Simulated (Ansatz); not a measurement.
```
CELL_PARAMETERS angstrom
4.24139 0.00000 0.00000
0.00000 4.24139 0.00000
0.00000 0.00000 17.96979
ATOMIC_POSITIONS crystal
Sn 0.00000 0.00000 0.00000
Sn 0.50000 0.50000 0.50000
Sn 0.00000 0.00000 0.33748
Sn 0.50000 0.50000 0.83748
Sn 0.50000 0.50000 0.16252
Sn 0.00000 0.00000 0.66252
Se 0.50000 0.50000 0.33320
Se 0.00000 0.00000 0.83320
Se 0.00000 0.00000 0.16680
Se 0.50000 0.50000 0.66680
S 0.50000 0.50000 0.00000
S 0.00000 0.00000 0.50000
```

Space group I4/mmm; a structure generated by program, which may or may not match a known phase.

Computed with DFT PBE, scalar-relativistic, plane waves, PAW in Ansatz.

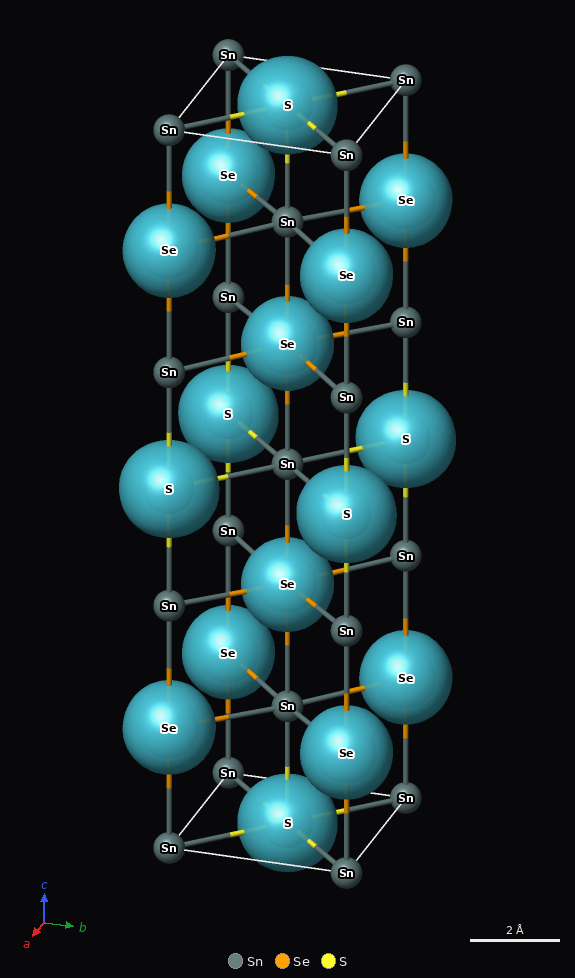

Sn3Se2S. Isosurface of the electron localisation function at 0.75 (cyan), seen at an oblique angle. Only the valence region is drawn (cores and ρ < 0.01 e/Å³ removed). Sticks mark near contacts.

### What do the ELF domains correspond to?

The ELF exceeds this value in two regions wrapped around S (the valence shell of each) and four regions wrapped around Se (the valence shell of each), counted in one cell of 12 atoms. Any copies at cell faces, edges or corners count once. Profiles from the grid: Sn–S (2.92 Å): the ELF peaks at about 0.85 in the valence shell of S, 0.8 Å from its nucleus, and drops to about 0.30 between the two atoms. Sn–Se (3.00 Å): the ELF is about 0.40 at the midpoint.
